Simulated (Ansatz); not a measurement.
# BBrF2 (SMILES FB(F)Br) at B3LYP/aug-cc-pVDZ

What is the electronic atomisation energy of BBrF2 at B3LYP/aug-cc-pVDZ? 

The results are computed with Ansatz 0.2.0.

45 further runs of the same task are left out: 3 that didn't finish, 42 set aside as unsound or not needed.

## Step 1: The structure to begin with

The species is BBrF2 (4 atoms), meant as a singlet with charge 0. As SMILES, `FB(F)Br`. Geometry: relaxed at PBE0-D4/def2-TZVP.

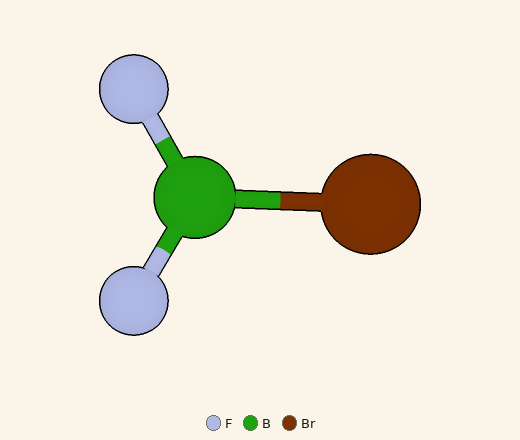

Viewed from a chosen angle; fluorine light blue, boron green, bromine brown.

## Step 2: A single-point energy at B3LYP/aug-cc-pVDZ

Contents of run.yaml:

```yaml
basis:
  gaussian: {orbitals: aug-cc-pVDZ}
crystal:
  periodic: [false, false, false]
  atoms:
    - symbol: F
      position_ang: [-0.215650, -1.366490, -0.109870]
    - symbol: B
      position_ang: [-0.127940, -0.063330, -0.022770]
    - symbol: F
      position_ang: [-1.212420, 0.659630, -0.144250]
    - symbol: Br
      position_ang: [1.556010, 0.770190, 0.276890]
total_charge: 0
hamiltonian: {xc: {name: B3LYP}}
accuracy: high
output: {orbitals: {seedname: orbitals}}
```

Command:

```sh
ansatz run run.yaml --threads 1 --pin off --max-ram 3480MiB --events-out events.jsonl --progress --plain --runs-dir runs
```

The log of the run:

```text
Warning: RAYON_NUM_THREADS=1 ignored (pool sized by the plan → 1); use --threads N
Functional definition: B3LYP
  name "B3LYP"
  parameter a0 = 0.2
  parameter ax = 0.72
  parameter ac = 0.81
  exchange = (1 - a0 - ax)*slater_x + ax*b88_x + a0*exact_x
  correlation = (1 - ac)*vwn_rpa_c + ac*lyp_c
2019 factors; integrals over basis functions are off by at most 4.3e-9 eV
mean field evaluation 1: about -76158.7776 eV, gradient 4.0e1 eV
mean field evaluation 2: about -76155.4080 eV, gradient 6.3e1 eV
mean field evaluation 4: about -76161.0989 eV, gradient 8.1e-1 eV
mean field evaluation 8: about -76161.1814 eV, gradient 6.4e-2 eV
mean field evaluation 16: about -76161.1814 eV, gradient 2.3e-6 eV
mean field -76161.18142152 eV, -2798.8717933380 hartree, gradient 6.1e-8 eV, S^2 0.000000; 0 other end points of the search recorded, 0 dependent functions left out
reference -76161.18145913 eV, -2798.8717947201 hartree; 29, 29 occupied and 76, 76 virtual orbitals, 2019 factors
Total energy: -76161.18145913 eV, -2798.8717947201 hartree
```

Run time: 9.9 s. Hardware: 1 thread of Arm Neoverse V1, shared host; peak memory 0.37 GiB.

## Step 3: The B atom, same level

Contents of job.yaml:

```yaml
crystal:
  periodic: [false, false, false]
  atoms:
    - symbol: B
      position_ang: [0.000000, 0.000000, 0.000000]
basis:
  gaussian: {orbitals: aug-cc-pVDZ}
magnetization: {spin_polarized: true, initial_magnetization: 1}
hamiltonian: {xc: {name: B3LYP}}
accuracy: high
```

Run the same way, it converges to -24.66158 Eh (log not shown).

## Step 4: The Br atom, same level

Contents of run.yaml:

```yaml
basis:
  gaussian:
    orbitals: aug-cc-pVDZ
crystal:
  periodic: [false, false, false]
  atoms:
    - {symbol: Br, position_ang: [0.000000, 0.000000, 0.000000]}
magnetization:
  spin_polarized: true
  initial_magnetization: 1
hamiltonian:
  xc: {name: B3LYP}
accuracy: high
```

Command:

```sh
ansatz run run.yaml --threads 1 --pin off --max-ram 3480MiB --events-out events.jsonl --progress --plain --runs-dir runs
```

The log of the run, shortened:

```text
Warning: RAYON_NUM_THREADS=1 ignored (pool sized by the plan → 1); use --threads N
[... 7 set-up lines as earlier in the session ...]
351 factors; integrals over basis functions are off by at most 4.5e-9 eV
mean field evaluation 1: about -70045.2173 eV, gradient 2.5e0 eV
mean field evaluation 2: about -70045.2596 eV, gradient 6.5e-1 eV
mean field evaluation 4: about -70045.2603 eV, gradient 6.6e-1 eV
mean field evaluation 8: about -70045.2631 eV, gradient 3.0e-3 eV
mean field evaluation 16: about -70045.2631 eV, gradient 2.8e-8 eV
mean field -70045.26311835 eV, -2574.1159412147 hartree, gradient 1.5e-8 eV, S^2 0.751616; 0 other end points of the search recorded, 0 dependent functions left out
reference -70045.26314196 eV, -2574.1159420824 hartree; 18, 17 occupied and 18, 19 virtual orbitals, 351 factors
Total energy: -70045.26314196 eV, -2574.1159420824 hartree
```

Run time: 1.9 s. Hardware: 1 thread of Arm Neoverse V1, shared host; peak memory 0.1 GiB.

## Step 5: The F atom

Contents of job.yaml:

```yaml
crystal:
  periodic: [false, false, false]
  atoms:
    - {symbol: F, position_ang: [0.000000, 0.000000, 0.000000]}
basis:
  gaussian:
    orbitals: aug-cc-pVDZ
magnetization:
  spin_polarized: true
  initial_magnetization: 1
hamiltonian:
  xc: {name: B3LYP}
accuracy: high
```

Run the same way, it converges to -99.73950 Eh (log not shown).

## Step 6: Summary of results

Level: B3LYP/aug-cc-pVDZ.

| quantity | value |
| --- | --- |
| molecule: total energy | -2798.87179 Eh |
| molecule: HOMO energy | -8.82 eV |
| molecule: LUMO energy | -0.78 eV |
| molecule: HOMO–LUMO gap | 8.04 eV |
| B atom: total energy | -24.66158 Eh |
| B atom: ⟨S²⟩ | 0.753 |
| Br atom: total energy | -2574.11594 Eh |
| Br atom: ⟨S²⟩ | 0.752 |
| F atom: total energy | -99.73950 Eh |
| F atom: ⟨S²⟩ | 0.752 |
| electronic atomisation energy | 16.743 eV |

Taking the molecule apart into free atoms costs 16.74 eV (1615 kJ/mol), before zero-point energy and without spin-orbit coupling.
